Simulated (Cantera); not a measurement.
Feed: 1 mol HMDSO, 6.6 mol CO2, 10 mol H2, held at 7800 Pa.

Cantera equilibrium calculation (NASA polynomials, part measured and part estimated; ideal gas, pure solids and liquids). Candidate condensed phases: C, C6H6, C7H8, C8H18, H2O, Si, SiC, SiO2; 123 gas species. The feed counts by its element totals alone. Mutual solubility and eutectic melting of coexisting phases are not modelled. The tables hold silica as quartz up to 1696 K and as liquid above; real silica turns to tridymite and cristobalite and melts near 1996 K. The numbers say what is thermodynamically allowed, not how fast it happens.

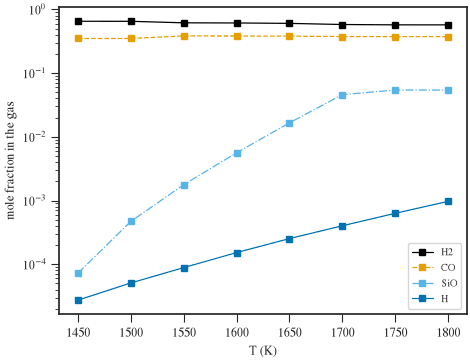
*Equilibrium gas composition (values under 1e-9 drawn at 1e-9)*

**Question.** Read off the mole fractions at 1600 K.

**Answer.** H2 about 0.61, CO about 0.38, SiO about 0.0056, H about 0.00015.
